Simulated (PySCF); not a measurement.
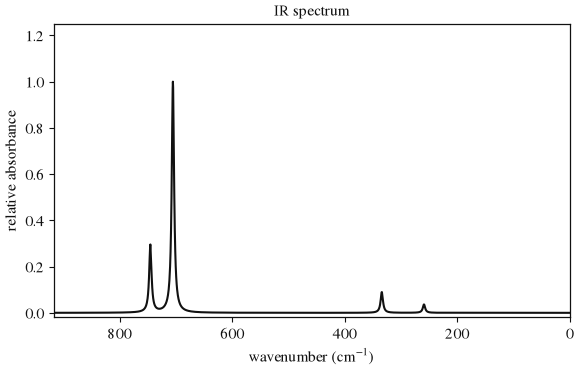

Unscaled harmonic wavenumbers and double-harmonic intensities, PBE0/def2-TZVP, PySCF 2.14.0, isolated molecule. Structures are the lowest points that the searches found. Degenerate modes count as one line, with their intensities summed. Lorentzian lines of 5 cm⁻¹ full width. Close modes add up in the curve.

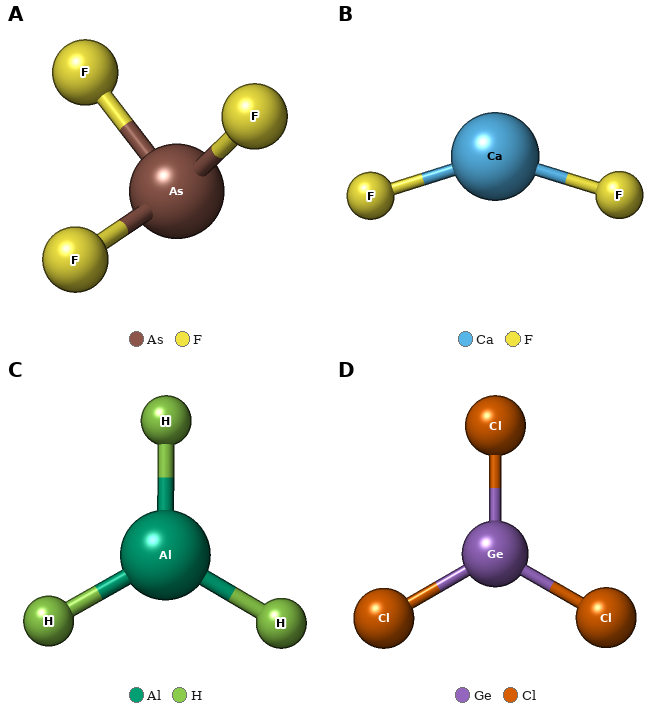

Whose IR spectrum is this? Choose among the lettered structures. Charge and spin: A neutral singlet; B neutral singlet; C neutral singlet; D +1 singlet.

Structure A, AsF₃, singlet. It has its most intense lines at 705.1, 745.1 and 333.8 cm⁻¹.

Caveats: no scalar relativity.
